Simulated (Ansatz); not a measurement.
# CH$_{7}$BrSi: molecular dynamics (part 1 of 3)

- system: CH$_{7}$BrSi
- method: RKS PBE0-D4/def2-SVP (Ansatz 0.2.0)

Figures and captions count atoms from 1; the log counts them from 0 in places.

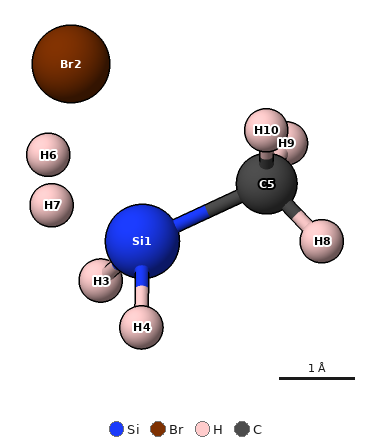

Fig. 1: The input geometry (ball-and-stick view, seen at a tilt; atoms are numbered from 1 in the order of the input). Bond lengths as drawn: C–H 1.09 Å, C–Si 1.85 Å and H–Si 1.47 to 1.50 Å.

**Input file**
```yaml
crystal:
  periodic: [false, false, false]
  atoms:
    - {symbol: Si, position_ang: [-0.607151, 0.131790, -0.341514]}
    - {symbol: Br, position_ang: [1.289766, -1.421077, -1.527396]}
    - {symbol: H, position_ang: [-1.553659, -0.784575, -0.998408]}
    - {symbol: H, position_ang: [-1.351965, 1.424978, -0.188404]}
    - {symbol: C, position_ang: [0.204343, -0.190403, 1.288859]}
    - {symbol: H, position_ang: [0.664145, 0.414879, -1.606255]}
    - {symbol: H, position_ang: [0.223216, 1.154902, -1.464940]}
    - {symbol: H, position_ang: [-0.429043, 0.197694, 2.091446]}
    - {symbol: H, position_ang: [0.394168, -1.254547, 1.420274]}
    - {symbol: H, position_ang: [1.166180, 0.326359, 1.326238]}
basis:
  gaussian: {orbitals: def2-SVP}
hamiltonian: {xc: pbe0, dispersion: d4}
md: {n_steps: 40, timestep: 0.5, temperature: 1500, ensemble: nve, seed: 856, initial_velocities: maxwell_boltzmann}
```

Machine: 4 threads of Arm Neoverse V1, 23 GiB of memory available, shared host.

Launched with:
```bash
ansatz run in.yaml --threads 4 --pin off --events-out ev --progress --plain --max-ram 9574MiB
```

**Log**
```
Functional definition: PBE0
  name "PBE0"
  cite "Adamo & Barone, J. Chem. Phys. 110, 6158 (1999) doi:10.1063/1.478522"
  cite "Perdew, Burke & Ernzerhof, Phys. Rev. Lett. 77, 3865 (1996) doi:10.1103/PhysRevLett.77.3865"
  parent pbe
  parameter a = 0.25
  parameter kappa = 0.804
  parameter beta = 0.06672455060314922
  exchange = (1 - a)*pbe_x(kappa = kappa, mu = beta*pi^2/3) + a*exact_x
  correlation = pbe_c(beta = beta)
1048 factors; integrals over basis functions are off by at most 3.5e-4 eV
mean field evaluation 1: about -79045.2095 eV, gradient 3.9e1 eV
mean field evaluation 2: about -79044.0085 eV, gradient 4.3e1 eV
mean field evaluation 4: about -79048.9616 eV, gradient 4.7e-1 eV
mean field evaluation 8: about -79048.9648 eV, gradient 1.7e-2 eV
mean field -79048.96479491 eV, -2904.9958749001 hartree, gradient 1.2e-5 eV, S^2 0.000000; 0 other end points of the search recorded, 0 dependent functions left out
the calculation of the forces begins
reference -79048.96482068 eV, -2904.9958758472 hartree; 31, 31 occupied and 68, 68 virtual orbitals, 1048 factors
md step     0: t =     0.00 fs  T =  1500.0 K  F+E_penalty+E_count = -79049.13128370 eV  E_kin = 1.551120 eV  conserved = -79047.58016372 eV  (25 SCF iters)
these checks for a lower state are left out or cut short: starts, cluster_reference, orbital_swaps, neighbouring_geometries, increment
1048 factors; integrals over basis functions are off by at most 3.9e-4 eV
mean field evaluation 16: about -79048.9424 eV, gradient 1.7e0 eV
mean field -79048.95216832 eV, -2904.9954108817 hartree, gradient 2.8e-5 eV, S^2 0.000000; 0 other end points of the search recorded, 0 dependent functions left out
the calculation of the forces begins
reference -79048.95219410 eV, -2904.9954118290 hartree; 31, 31 occupied and 68, 68 virtual orbitals, 1048 factors
md step     1: t =     0.50 fs  T =  1488.4 K  F+E_penalty+E_count = -79049.11876340 eV  E_kin = 1.539085 eV  conserved = -79047.57967798 eV  (23 SCF iters, 3 dispersion substeps)
[... from here on the SCF iterations and repeated set-up lines of each step are left out, up to the last step ...]
md step     2: t =     1.00 fs  T =  1431.2 K  F+E_penalty+E_count = -79049.05850271 eV  E_kin = 1.479948 eV  conserved = -79047.57855438 eV  (23 SCF iters, 3 dispersion substeps)
md step     3: t =     1.50 fs  T =  1343.7 K  F+E_penalty+E_count = -79048.96675821 eV  E_kin = 1.389530 eV  conserved = -79047.57722851 eV  (23 SCF iters, 3 dispersion substeps)
md step     4: t =     2.00 fs  T =  1245.2 K  F+E_penalty+E_count = -79048.86362699 eV  E_kin = 1.287607 eV  conserved = -79047.57601974 eV  (24 SCF iters, 3 dispersion substeps)
md step     5: t =     2.50 fs  T =  1153.5 K  F+E_penalty+E_count = -79048.76788279 eV  E_kin = 1.192769 eV  conserved = -79047.57511363 eV  (23 SCF iters, 3 dispersion substeps)
md step     6: t =     3.00 fs  T =  1082.3 K  F+E_penalty+E_count = -79048.69380510 eV  E_kin = 1.119206 eV  conserved = -79047.57459862 eV  (23 SCF iters, 3 dispersion substeps)
md step     7: t =     3.50 fs  T =  1039.6 K  F+E_penalty+E_count = -79048.64957156 eV  E_kin = 1.075065 eV  conserved = -79047.57450655 eV  (23 SCF iters, 3 dispersion substeps)
md step     8: t =     4.00 fs  T =  1026.8 K  F+E_penalty+E_count = -79048.63663864 eV  E_kin = 1.061801 eV  conserved = -79047.57483726 eV  (23 SCF iters, 3 dispersion substeps)
md step     9: t =     4.50 fs  T =  1038.8 K  F+E_penalty+E_count = -79048.64973907 eV  E_kin = 1.074179 eV  conserved = -79047.57555985 eV  (23 SCF iters, 3 dispersion substeps)
md step    10: t =     5.00 fs  T =  1064.6 K  F+E_penalty+E_count = -79048.67747547 eV  E_kin = 1.100884 eV  conserved = -79047.57659192 eV  (25 SCF iters, 3 dispersion substeps)
md step    11: t =     5.50 fs  T =  1089.0 K  F+E_penalty+E_count = -79048.70384485 eV  E_kin = 1.126089 eV  conserved = -79047.57775615 eV  (25 SCF iters, 3 dispersion substeps)
md step    12: t =     6.00 fs  T =  1095.2 K  F+E_penalty+E_count = -79048.71128563 eV  E_kin = 1.132542 eV  conserved = -79047.57874372 eV  (24 SCF iters, 3 dispersion substeps)
md step    13: t =     6.50 fs  T =  1070.1 K  F+E_penalty+E_count = -79048.68568789 eV  E_kin = 1.106557 eV  conserved = -79047.57913067 eV  (25 SCF iters, 3 dispersion substeps)
md step    14: t =     7.00 fs  T =  1009.9 K  F+E_penalty+E_count = -79048.62286907 eV  E_kin = 1.044335 eV  conserved = -79047.57853399 eV  (25 SCF iters, 3 dispersion substeps)
md step    15: t =     7.50 fs  T =   925.5 K  F+E_penalty+E_count = -79048.53398696 eV  E_kin = 0.957067 eV  conserved = -79047.57691963 eV  (24 SCF iters, 3 dispersion substeps)
md step    16: t =     8.00 fs  T =   841.8 K  F+E_penalty+E_count = -79048.44532862 eV  E_kin = 0.870449 eV  conserved = -79047.57487948 eV  (25 SCF iters, 3 dispersion substeps)
md step    17: t =     8.50 fs  T =   788.5 K  F+E_penalty+E_count = -79048.38883346 eV  E_kin = 0.815348 eV  conserved = -79047.57348517 eV  (25 SCF iters, 3 dispersion substeps)
md step    18: t =     9.00 fs  T =   785.7 K  F+E_penalty+E_count = -79048.38601741 eV  E_kin = 0.812441 eV  conserved = -79047.57357616 eV  (24 SCF iters, 3 dispersion substeps)
md step    19: t =     9.50 fs  T =   832.2 K  F+E_penalty+E_count = -79048.43565819 eV  E_kin = 0.860586 eV  conserved = -79047.57507176 eV  (24 SCF iters, 3 dispersion substeps)
md step    20: t =    10.00 fs  T =   906.9 K  F+E_penalty+E_count = -79048.51489608 eV  E_kin = 0.937825 eV  conserved = -79047.57707112 eV  (25 SCF iters, 3 dispersion substeps)
md step    21: t =    10.50 fs  T =   980.4 K  F+E_penalty+E_count = -79048.59239207 eV  E_kin = 1.013785 eV  conserved = -79047.57860671 eV  (25 SCF iters, 3 dispersion substeps)
md step    22: t =    11.00 fs  T =  1028.7 K  F+E_penalty+E_count = -79048.64297481 eV  E_kin = 1.063757 eV  conserved = -79047.57921797 eV  (23 SCF iters, 3 dispersion substeps)
md step    23: t =    11.50 fs  T =  1040.8 K  F+E_penalty+E_count = -79048.65524970 eV  E_kin = 1.076285 eV  conserved = -79047.57896506 eV  (25 SCF iters, 3 dispersion substeps)
md step    24: t =    12.00 fs  T =  1018.5 K  F+E_penalty+E_count = -79048.63140918 eV  E_kin = 1.053258 eV  conserved = -79047.57815091 eV  (25 SCF iters, 3 dispersion substeps)
md step    25: t =    12.50 fs  T =   972.7 K  F+E_penalty+E_count = -79048.58294657 eV  E_kin = 1.005845 eV  conserved = -79047.57710130 eV  (25 SCF iters, 3 dispersion substeps)
md step    26: t =    13.00 fs  T =   918.3 K  F+E_penalty+E_count = -79048.52565118 eV  E_kin = 0.949580 eV  conserved = -79047.57607161 eV  (25 SCF iters, 3 dispersion substeps)
md step    27: t =    13.50 fs  T =   870.6 K  F+E_penalty+E_count = -79048.47546224 eV  E_kin = 0.900225 eV  conserved = -79047.57523771 eV  (25 SCF iters, 3 dispersion substeps)
md step    28: t =    14.00 fs  T =   842.1 K  F+E_penalty+E_count = -79048.44547643 eV  E_kin = 0.870759 eV  conserved = -79047.57471748 eV  (25 SCF iters, 3 dispersion substeps)
md step    29: t =    14.50 fs  T =   840.7 K  F+E_penalty+E_count = -79048.44389023 eV  E_kin = 0.869304 eV  conserved = -79047.57458578 eV  (24 SCF iters, 3 dispersion substeps)
md step    30: t =    15.00 fs  T =   868.2 K  F+E_penalty+E_count = -79048.47265960 eV  E_kin = 0.897776 eV  conserved = -79047.57488402 eV  (24 SCF iters, 3 dispersion substeps)
md step    31: t =    15.50 fs  T =   919.9 K  F+E_penalty+E_count = -79048.52686215 eV  E_kin = 0.951250 eV  conserved = -79047.57561228 eV  (25 SCF iters, 3 dispersion substeps)
md step    32: t =    16.00 fs  T =   984.7 K  F+E_penalty+E_count = -79048.59492369 eV  E_kin = 1.018217 eV  conserved = -79047.57670706 eV  (25 SCF iters, 3 dispersion substeps)
md step    33: t =    16.50 fs  T =  1046.3 K  F+E_penalty+E_count = -79048.65993043 eV  E_kin = 1.081932 eV  conserved = -79047.57799802 eV  (25 SCF iters, 3 dispersion substeps)
md step    34: t =    17.00 fs  T =  1086.4 K  F+E_penalty+E_count = -79048.70253907 eV  E_kin = 1.123383 eV  conserved = -79047.57915577 eV  (25 SCF iters, 3 dispersion substeps)
md step    35: t =    17.50 fs  T =  1089.4 K  F+E_penalty+E_count = -79048.70622823 eV  E_kin = 1.126526 eV  conserved = -79047.57970209 eV  (25 SCF iters, 3 dispersion substeps)
md step    36: t =    18.00 fs  T =  1049.7 K  F+E_penalty+E_count = -79048.66463316 eV  E_kin = 1.085456 eV  conserved = -79047.57917700 eV  (25 SCF iters, 3 dispersion substeps)
md step    37: t =    18.50 fs  T =   977.4 K  F+E_penalty+E_count = -79048.58815071 eV  E_kin = 1.010663 eV  conserved = -79047.57748764 eV  (25 SCF iters, 3 dispersion substeps)
md step    38: t =    19.00 fs  T =   898.7 K  F+E_penalty+E_count = -79048.50453595 eV  E_kin = 0.929294 eV  conserved = -79047.57524188 eV  (25 SCF iters, 3 dispersion substeps)
md step    39: t =    19.50 fs  T =   846.5 K  F+E_penalty+E_count = -79048.44901840 eV  E_kin = 0.875378 eV  conserved = -79047.57363999 eV  (25 SCF iters, 3 dispersion substeps)
these checks for a lower state are left out or cut short: starts, cluster_reference, orbital_swaps, neighbouring_geometries, increment
1048 factors; integrals over basis functions are off by at most 4.9e-4 eV
mean field -79048.27787816 eV, -2904.9706311753 hartree, gradient 3.3e-5 eV, S^2 0.000000; 0 other end points of the search recorded, 0 dependent functions left out
the calculation of the forces begins
reference -79048.27790350 eV, -2904.9706321063 hartree; 31, 31 occupied and 68, 68 virtual orbitals, 1048 factors
1048 factors; integrals over basis functions are off by at most 4.9e-4 eV
mean field -79048.27787816 eV, -2904.9706311753 hartree, gradient 3.3e-5 eV, S^2 0.000000; 1 other end points of the search recorded, 0 dependent functions left out
the calculation of the forces begins
reference -79048.27790350 eV, -2904.9706321063 hartree; 31, 31 occupied and 68, 68 virtual orbitals, 1048 factors
md step    40: t =    20.00 fs  T =   843.8 K  F+E_penalty+E_count = -79048.44621241 eV  E_kin = 0.872515 eV  conserved = -79047.57369732 eV  (25 SCF iters, 3 dispersion substeps)
```

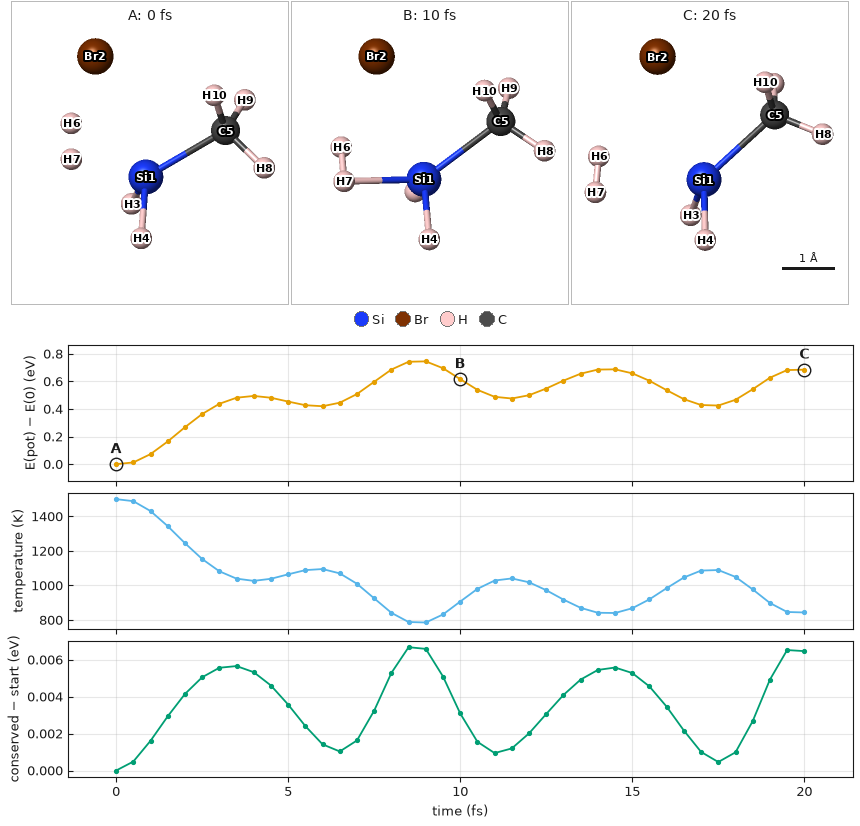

Fig. 2: Frames of the molecular dynamics (ball-and-stick, seen at a tilt) above the curves, on which the letters mark them. The trajectory kept here has 41 frames over 20 fs. The temperature starts at 1500 K, ranges from 786 to 1500 K and averages 954 K over the second half. The potential energy ends 0.685 eV above its first value. The conserved quantity stays within 0.0067 eV. After an unweighted best fit of the last frame on the first, the root-mean-square displacement is 0.38 Å, and H7 has moved furthest (0.68 Å).

```
Total energy: -79048.44623775 eV, -2904.9768182759 hartree
Atom 0 at    -0.647674     0.200908    -0.380026 Å, force     0.778229    -2.180338    -0.035886 eV/Å
Atom 1 at     1.282165    -1.407939    -1.450643 Å, force    -0.507787     0.815627    -1.103307 eV/Å
Atom 2 at    -1.740271    -0.589162    -1.054832 Å, force     0.351805    -0.003997     0.300262 eV/Å
Atom 3 at    -1.358386     1.485561    -0.116169 Å, force     0.600095     0.498411    -0.250915 eV/Å
Atom 4 at     0.388321    -0.425568     1.058290 Å, force    -1.186602     1.718966    -1.230731 eV/Å
Atom 5 at     0.181434     0.768705    -2.227267 Å, force     0.772355    -0.746367    -0.090596 eV/Å
Atom 6 at    -0.341179     1.301489    -2.233839 Å, force    -0.829530     0.993490    -0.063357 eV/Å
Atom 7 at    -0.016922    -0.330366     1.991344 Å, force    -1.834785     0.241621     3.083427 eV/Å
Atom 8 at     0.617530    -1.402190     0.801959 Å, force     0.346023    -2.299224    -0.203406 eV/Å
Atom 9 at     1.310186     0.080569     1.154969 Å, force     1.510198     0.961811    -0.405490 eV/Å
Dipole moment:    -0.518694     0.665416     0.346107 e Å
```

**Trajectory as extended XYZ (Å, eV, eV/Å), 41 frames, from step=0 to step=40**
```
10
Properties=species:S:1:pos:R:3:forces:R:3 step=0 time_fs=0.0 energy=-79049.13128 temperature=1500.0
Si   -0.6072    0.1318   -0.3415   -0.0061  -0.0299  -0.0301
Br    1.2898   -1.4211   -1.5274    0.0194   0.0344  -0.0157
H    -1.5537   -0.7846   -0.9984   -0.1306  -0.0900  -0.0638
H    -1.3520    1.4250   -0.1884   -0.0875   0.1306   0.0318
C     0.2043   -0.1904    1.2889   -0.0752   0.0481  -0.0817
H     0.6641    0.4149   -1.6063    0.2168  -0.2370  -0.0927
H     0.2232    1.1549   -1.4649   -0.0930   0.2148   0.0048
H    -0.4290    0.1977    2.0914   -0.1583   0.1029   0.2146
H     0.3942   -1.2545    1.4203    0.0633  -0.3085   0.0270
H     1.1662    0.3264    1.3262    0.2511   0.1347   0.0058
10
Properties=species:S:1:pos:R:3:forces:R:3 step=1 time_fs=0.5 energy=-79049.11876 temperature=1488.4
Si   -0.6085    0.1357   -0.3443    0.0775  -0.0430   0.1577
Br    1.2896   -1.4210   -1.5252    0.0183   0.1109  -0.0526
H    -1.5321   -0.7973   -0.9921   -0.2790  -0.1215  -0.1482
H    -1.3447    1.4302   -0.1808   -0.1600   0.1280   0.0425
C     0.2098   -0.1975    1.2816   -0.1036  -0.1640   0.5348
H     0.6368    0.4179   -1.6122    0.2009  -0.1134  -0.0959
H     0.1932    1.1694   -1.4654    0.0468   0.0065  -0.0716
H    -0.4397    0.1873    2.1073    0.3597  -0.1514  -0.3749
H     0.4062   -1.2829    1.4085   -0.0521   0.4125  -0.0657
H     1.1803    0.3288    1.3078   -0.1084  -0.0646   0.0737
10
Properties=species:S:1:pos:R:3:forces:R:3 step=2 time_fs=1.0 energy=-79049.05850 temperature=1431.2
Si   -0.6099    0.1395   -0.3471    0.1442  -0.0593   0.3401
Br    1.2894   -1.4210   -1.5231    0.0173   0.1820  -0.0906
H    -1.5112   -0.8104   -0.9861   -0.4137  -0.1458  -0.2228
H    -1.3378    1.4358   -0.1731   -0.2265   0.1187   0.0539
C     0.2152   -0.2046    1.2744   -0.0926  -0.3404   1.0258
H     0.6099    0.4207   -1.6184    0.1916   0.0079  -0.1018
H     0.1633    1.1840   -1.4660    0.1797  -0.1932  -0.1477
H    -0.4495    0.1766    2.1223    0.7913  -0.3436  -0.8653
H     0.4182   -1.3102    1.3965   -0.1542   1.0254  -0.1369
H     1.1942    0.3311    1.2896   -0.4370  -0.2517   0.1451
```
